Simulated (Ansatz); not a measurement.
# BClFHOS: rotation by 180° about the S2–B3 bond, part 2 of 2

Wanted: the energy profile along the rotation by 180° about the S2–B3 bond, from relaxed end points and a band of images. SMILES of the start: OSB(F)Cl.

Ansatz 0.2.0; RKS PBE-D4/def2-SVP. Earlier steps stand in the parts before.

**5. The band**

crystal.atoms is end A as relaxed above, and neb.final_atoms is end B, turned to lie on A. With 5 inner images the band has 7 in all.

The input, input.yaml:

```yaml
crystal:
  periodic: [false, false, false]
  atoms:
    - { symbol: O, position_ang: [-1.679625, -0.377112, -0.342489] }
    - { symbol: S, position_ang: [-0.401979, -1.029359, 0.566081] }
    - { symbol: B, position_ang: [0.872857, 0.25232, 0.451387] }
    - { symbol: F, position_ang: [1.990383, 0.052163, 1.15072] }
    - { symbol: Cl, position_ang: [0.696481, 1.687474, -0.547495] }
    - { symbol: H, position_ang: [-1.478128, -0.585486, -1.278204] }
basis:
  gaussian: { orbitals: def2-SVP }
hamiltonian:
  xc: pbe
  dispersion: d4
neb:
  order_check: false
  images: 5
  f_tol: 0.03
  max_iterations: 60
  initial_path: idpp
  final_atoms:
    - { symbol: O, position_ang: [-1.14253347, -1.33047464, -0.44071804] }
    - { symbol: S, position_ang: [-0.60818208, 0.20016102, -0.9703935] }
    - { symbol: B, position_ang: [0.77086486, 0.53372267, 0.14378846] }
    - { symbol: F, position_ang: [1.09927629, -0.27355781, 1.14415743] }
    - { symbol: Cl, position_ang: [1.67522517, 2.02195879, -0.1445656] }
    - { symbol: H, position_ang: [-1.79466178, -1.15181002, 0.26773124] }
```

Launch:

```sh
> ansatz run input.yaml --threads 1 --pin off --max-ram 2048MiB --backend cpu --events-out ev --progress --plain --runs-dir out
```

Output, shortened:

```text
Warning: RAYON_NUM_THREADS=1 ignored (pool sized by the plan → 1); use --threads N
[...]
Functional definition: PBE
[...]
903 factors; their error is unknown
[...]
mean field -28790.11707923 eV, -1058.0172880196 hartree, gradient 1.4e-5 eV, S^2 0.000000; 0 other end points of the search recorded, 0 dependent functions left out
[...]
reference -28790.11710501 eV, -1058.0172889670 hartree; 28, 28 occupied and 55, 55 virtual orbitals, 903 factors
903 factors; their error is unknown
[...]
mean field -28790.14898292 eV, -1058.0184604586 hartree, gradient 1.2e-5 eV, S^2 0.000000; 0 other end points of the search recorded, 0 dependent functions left out
[...]
reference -28790.14900876 eV, -1058.0184614081 hartree; 28, 28 occupied and 55, 55 virtual orbitals, 903 factors
NEB end point (image 0): max|allowed force component| = 2.690e-3 eV/Å (the criterion of neb.relax_end_points is 1.000e-2)
[...]
NEB iter  11: max|band force component| = 4.922e-2 eV/Å  barrier→ = 0.5755 eV  barrier← = 0.6013 eV  CI = image 3  Δτ_max = 0.0139 Å  (128 SCF iters)
[...]
NEB iter  12: max|band force component| = 1.700e-2 eV/Å  barrier→ = 0.5755 eV  barrier← = 0.6013 eV  CI = image 3  Δτ_max = 0.0000 Å  (257 SCF iters)
Total energy: -28789.69681642 eV, -1058.0018436461 hartree
Atom 0 at    -1.430961    -0.429791     0.555690 Å, force    -0.001027    -0.000271    -0.000751 eV/Å
Atom 1 at    -0.156577    -1.375793    -0.170148 Å, force    -0.000417     0.002540     0.000906 eV/Å
Atom 2 at     0.907542     0.139639    -0.003268 Å, force    -0.003780    -0.007662    -0.003723 eV/Å
Atom 3 at     1.496447     0.420637     1.148581 Å, force     0.002846     0.002729     0.004795 eV/Å
Atom 4 at     1.097418     1.295044    -1.321954 Å, force     0.001478     0.003830    -0.002139 eV/Å
Atom 5 at    -1.913879    -0.049737    -0.208901 Å, force     0.000901    -0.001166     0.000911 eV/Å
Dipole moment:    -0.115047     0.057684    -0.313909 e Å
this run last wrote the band of iteration 12 to <dir>
```

It took 2 min on 1 thread of Intel Xeon Platinum 8259CL at 2.50GHz (Skylake/Cascade Lake), shared host; peak memory 0.14 GiB.

**6. Images and barrier**

The 5 inner images lie between the fixed ends 0 and 6. Energy is taken from image 0, and the path length is the program's own coordinate along the band.

```tsv
image	path (Å)	energy (eV)	dihedral O1–S2–B3–Cl5 (°)	band force (eV/Å)
0	0.000	0.0000	-5	-
1	0.666	0.1526	-37	0.017
2	1.331	0.4608	-67	0.011
3*	1.997	0.5755	-95	0.008
4	2.673	0.4424	-123	0.005
5	3.349	0.1330	-153	0.004
6	4.025	-0.0258	177	-
```

The star marks the climbing image.

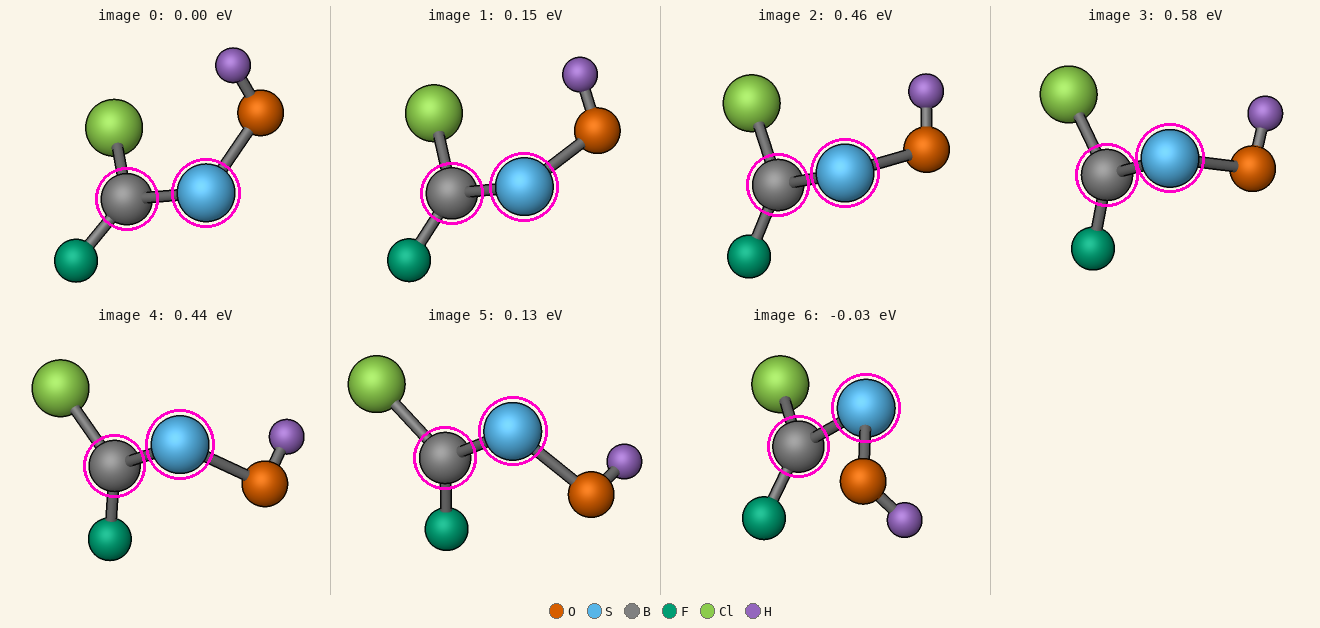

The images of the last band, seen from a free direction. Ringed: S2, B3. Sticks join atoms closer than a bonding distance in each image.

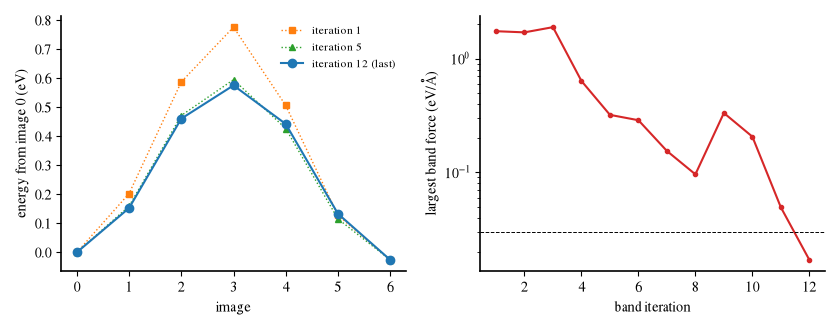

Left: energy of each image for early iterations and the last one (lines only join the points; early values far above the last band run off the scale). Right: the largest band force by iteration, with the threshold dashed.

The top of the band by iteration:

```tsv
iteration	highest image above image 0 (eV)	largest band force (eV/Å)
1	0.7762	1.739
2	0.7871	1.698
3	0.6594	1.887
4	0.6215	0.635
5	0.5952	0.320
6	0.5832	0.287
7	0.5777	0.154
8	0.5761	0.096
9	0.5758	0.332
10	0.5784	0.206
11	0.5755	0.049
12	0.5755	0.017
```

The band as a trajectory file:

```xyz
6
image=0 dE=0.0000
O    -1.680   -0.377   -0.342
S    -0.402   -1.029    0.566
B     0.873    0.252    0.451
F     1.990    0.052    1.151
Cl    0.696    1.687   -0.547
H    -1.478   -0.585   -1.278
6
image=1 dE=0.1526
O    -1.697   -0.414   -0.028
S    -0.245   -1.201    0.381
B     0.922    0.196    0.325
F     1.938    0.206    1.181
Cl    0.787    1.492   -0.863
H    -1.705   -0.278   -0.997
6
image=2 dE=0.4608
O    -1.590   -0.384    0.276
S    -0.163   -1.335    0.096
B     0.940    0.148    0.165
F     1.758    0.327    1.191
Cl    0.934    1.375   -1.103
H    -1.879   -0.133   -0.626
6
image=3 dE=0.5755
O    -1.431   -0.430    0.556
S    -0.157   -1.376   -0.170
B     0.908    0.140   -0.003
F     1.496    0.421    1.149
Cl    1.097    1.295   -1.322
H    -1.914   -0.050   -0.209
6
image=4 dE=0.4424
O    -1.387   -0.652    0.779
S    -0.229   -1.224   -0.370
B     0.899    0.216   -0.149
F     1.338    0.559    1.052
Cl    1.356    1.214   -1.525
H    -1.978   -0.112    0.212
6
image=5 dE=0.1330
O    -1.272   -0.897    0.895
S    -0.340   -1.011   -0.536
B     0.850    0.329   -0.258
F     1.178    0.756    0.953
Cl    1.557    1.092   -1.681
H    -1.974   -0.268    0.627
6
image=6 dE=-0.0258
O    -0.405   -1.743    0.262
S    -0.838   -0.402   -0.699
B     0.416    0.815   -0.250
F     1.326    0.597    0.691
Cl    0.371    2.351   -1.118
H    -0.871   -1.619    1.114
```

**7. Vibrations at the top**

The geometry is the highest inner image of the first converged band.

The input, input.yaml:

```yaml
crystal:
  periodic: [false, false, false]
  atoms:
    - { symbol: O, position_ang: [-1.430961, -0.429791, 0.55569] }
    - { symbol: S, position_ang: [-0.156577, -1.375793, -0.170148] }
    - { symbol: B, position_ang: [0.907542, 0.139639, -0.003268] }
    - { symbol: F, position_ang: [1.496447, 0.420637, 1.148581] }
    - { symbol: Cl, position_ang: [1.097418, 1.295044, -1.321954] }
    - { symbol: H, position_ang: [-1.913879, -0.049737, -0.208901] }
basis:
  gaussian: { orbitals: def2-SVP }
hamiltonian:
  xc: pbe
  dispersion: d4
phonons: {}
```

Launch:

```sh
> ansatz run input.yaml --threads 1 --pin off --max-ram 2048MiB --backend cpu --events-out ev --progress --plain --runs-dir out
```

Output, shortened:

```text
Warning: RAYON_NUM_THREADS=1 ignored (pool sized by the plan → 1); use --threads N
[...]
Functional definition: PBE
[...]
903 factors; their error is unknown
[...]
mean field -28789.54225729 eV, -1057.9961637030 hartree, gradient 8.6e-6 eV, S^2 0.000000; 0 other end points of the search recorded, 0 dependent functions left out
[...]
reference -28789.54228262 eV, -1057.9961646336 hartree; 28, 28 occupied and 55, 55 virtual orbitals, 903 factors
[...]
903 factors; their error is unknown
mean field -28789.54214943 eV, -1057.9961597389 hartree, gradient 2.6e-6 eV, S^2 0.000000; 0 other end points of the search recorded, 0 dependent functions left out
[...]
reference -28789.54217476 eV, -1057.9961606698 hartree; 28, 28 occupied and 55, 55 virtual orbitals, 903 factors
[...]
903 factors; their error is unknown
[...]
reference -28789.54217985 eV, -1057.9961608571 hartree; 28, 28 occupied and 55, 55 virtual orbitals, 903 factors
[...]
903 factors; their error is unknown
mean field -28789.54219461 eV, -1057.9961613993 hartree, gradient 1.0e-6 eV, S^2 0.000000; 0 other end points of the search recorded, 0 dependent functions left out
[...]
reference -28789.54221993 eV, -1057.9961623300 hartree; 28, 28 occupied and 55, 55 virtual orbitals, 903 factors
[...]
903 factors; their error is unknown
mean field -28789.54211518 eV, -1057.9961584804 hartree, gradient 1.5e-6 eV, S^2 0.000000; 0 other end points of the search recorded, 0 dependent functions left out
[...]
reference -28789.54214051 eV, -1057.9961594111 hartree; 28, 28 occupied and 55, 55 virtual orbitals, 903 factors
[...]
903 factors; their error is unknown
mean field -28789.54213794 eV, -1057.9961593167 hartree, gradient 1.7e-6 eV, S^2 0.000000; 0 other end points of the search recorded, 0 dependent functions left out
[...]
```

**8. More of the same log: vibrations at the highest image of the band**

Output, continued, shortened:

```text
reference -28789.54216326 eV, -1057.9961602472 hartree; 28, 28 occupied and 55, 55 virtual orbitals, 903 factors
[...]
903 factors; their error is unknown
[...]
mean field -28789.54225201 eV, -1057.9961635088 hartree, gradient 2.7e-6 eV, S^2 0.000000; 0 other end points of the search recorded, 0 dependent functions left out
[...]
reference -28789.54227733 eV, -1057.9961644393 hartree; 28, 28 occupied and 55, 55 virtual orbitals, 903 factors
[...]
903 factors; their error is unknown
mean field -28789.54220269 eV, -1057.9961616964 hartree, gradient 2.6e-6 eV, S^2 0.000000; 0 other end points of the search recorded, 0 dependent functions left out
[...]
reference -28789.54222802 eV, -1057.9961626271 hartree; 28, 28 occupied and 55, 55 virtual orbitals, 903 factors
[...]
903 factors; their error is unknown
[...]
reference -28789.54218553 eV, -1057.9961610656 hartree; 28, 28 occupied and 55, 55 virtual orbitals, 903 factors
WARN: phonons: modes at or below zero, which the zero-point energy, F, S and C_V leave out: 1, the lowest at -92.32 cm⁻¹. A minimum has none, and a first-order saddle one
Total energy: -28789.69683848 eV, -1058.0018444567 hartree
Atom 0 at    -1.430961    -0.429791     0.555690 Å, force    -0.001203    -0.000208    -0.000789 eV/Å
Atom 1 at    -0.156577    -1.375793    -0.170148 Å, force    -0.000330     0.002468     0.001004 eV/Å
Atom 2 at     0.907542     0.139639    -0.003268 Å, force    -0.003631    -0.007569    -0.003895 eV/Å
Atom 3 at     1.496447     0.420637     1.148581 Å, force     0.002963     0.002615     0.004997 eV/Å
Atom 4 at     1.097418     1.295044    -1.321954 Å, force     0.001266     0.003820    -0.002159 eV/Å
Atom 5 at    -1.913879    -0.049737    -0.208901 Å, force     0.000934    -0.001126     0.000842 eV/Å
Dipole moment:    -0.115046     0.057683    -0.313909 e Å
Vibrations: -92.32 98.90 241.46 352.40 410.95 497.03 523.15 698.69 939.69 1123.75 1297.67 3637.39 cm⁻¹, zero-point energy 0.608830 eV
```

Wall time 49 s (1 thread of Intel Xeon Platinum 8259CL at 2.50GHz (Skylake/Cascade Lake), shared host); peak memory 0.13 GiB.

Of 12 modes, 1 is imaginary by more than 30 cm⁻¹ (92i cm⁻¹).

**9. Summary of results**

This closing draws on all 2 parts.

| quantity | value |
| --- | --- |
| end A | 21 moves, 0.155 eV lower |
| end B | 14 moves, 0.202 eV lower |
| barrier forwards | 0.575 eV |
| barrier backwards | 0.601 eV |
| second end relative to first | -0.026 eV |
| highest image | 3 of 0 to 6, climbing |
| band iterations | 12 |
| imaginary modes at the top | 92i cm⁻¹ |

**Reading.** Along this path the system climbs 0.58 eV from the first end (22 kT at 300 K), which at an assumed attempt frequency of 10^13 s⁻¹ means a rate near 10^3 s⁻¹. Going back costs 0.60 eV, since the second end is 0.026 eV below the first. The listed dihedral goes from -5° at end A through -95° at the highest image to 177° at end B. One imaginary mode, as a first-order saddle point has. Zero-point energy and entropy are left out.
